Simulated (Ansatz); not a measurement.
**Single-point calculation, with input and output: CH₅BFNOSi**

System: CH₅BFNOSi, SMILES OC1(F)NB1[SiH3].
Method: RKS BLYP-D4/def2-TZVPP (Ansatz 0.2.0).

The geometry comes from this level: PBE0-D4/def2-TZVP.

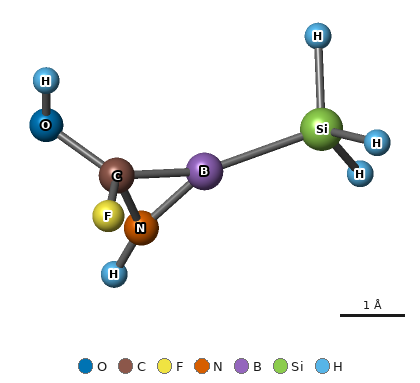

Figure 1. The structure as given in the input (ball-and-stick view, seen at a tilt).

### Input file
```yaml
crystal:
  periodic: [false, false, false]
  atoms:
    - {symbol: O, position_ang: [-0.016988, -2.378969, 0.539064]}
    - {symbol: C, position_ang: [0.662873, -1.213013, 0.293417]}
    - {symbol: F, position_ang: [1.901120, -1.278588, 0.900567]}
    - {symbol: N, position_ang: [0.670170, -0.766884, -1.027344]}
    - {symbol: B, position_ang: [0.080375, 0.143619, -0.196139]}
    - {symbol: Si, position_ang: [-0.824337, 1.910761, -0.055254]}
    - {symbol: H, position_ang: [-0.184985, -2.436228, 1.484260]}
    - {symbol: H, position_ang: [0.956843, -1.133245, -1.922037]}
    - {symbol: H, position_ang: [-2.163307, 1.728018, 0.566345]}
    - {symbol: H, position_ang: [-0.019217, 2.805029, 0.818585]}
    - {symbol: H, position_ang: [-0.997047, 2.562499, -1.380964]}
basis:
  gaussian: {orbitals: def2-TZVPP}
hamiltonian: {xc: {name: BLYP}, dispersion: d4}
output: {orbitals: {seedname: orbitals}}
```

Machine: 4 threads of Oxide Virtual Turin-like, 27 GiB of memory available, shared host.

### What the program printed
```
Functional definition: BLYP
  name "BLYP"
  cite "Becke, Phys. Rev. A 38, 3098 (1988) doi:10.1103/PhysRevA.38.3098"
  cite "Lee, Yang & Parr, Phys. Rev. B 37, 785 (1988) doi:10.1103/PhysRevB.37.785"
  parameter beta = 0.0042
  parameter a = 0.04918
  parameter b = 0.132
  parameter c = 0.2533
  parameter d = 0.349
  exchange = b88_x(beta = beta)
  correlation = lyp_c(a = a, b = b, c = c, d = d)
1394 factors; their error is unknown
mean field evaluation 1: about -15914.8315 eV, gradient 8.2e1 eV
mean field evaluation 2: about -15869.0503 eV, gradient 1.6e2 eV
mean field evaluation 4: about -15926.7205 eV, gradient 1.6e1 eV
mean field evaluation 8: about -15927.2206 eV, gradient 1.7e-1 eV
mean field evaluation 16: about -15927.1885 eV, gradient 3.5e-4 eV
mean field -15927.18849625 eV, -585.3133814011 hartree, gradient 6.3e-5 eV, S^2 0.000000; 0 other end points of the search recorded, 0 dependent functions left out
reference -15927.18887629 eV, -585.3133953672 hartree; 27, 27 occupied and 240, 240 virtual orbitals, 1394 factors
Total energy: -15927.66409911 eV, -585.3308594837 hartree
```

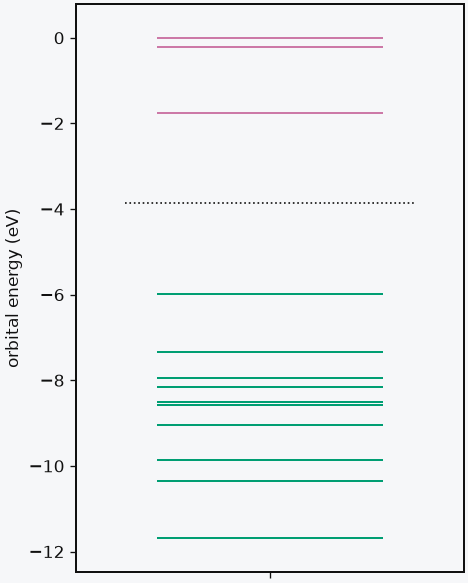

Figure 2. Orbital energies near the frontier; the dotted line parts filled from empty levels, and levels within 0.02 eV of each other stand side by side. Highest filled −5.98 eV, lowest empty −1.76 eV, 4.22 eV apart.

### Summary

```csv
quantity,value
outcome,converged
total energy,−15927.6641 eV
mean-field energy,−15927.1889 eV
dispersion energy,−0.4752 eV
SCF solution under orbital rotations,stable
HOMO,−5.98 eV
LUMO,−1.76 eV
wall time,2.9 s (CPU time 9.3 s)
peak memory,0.36 GiB
```
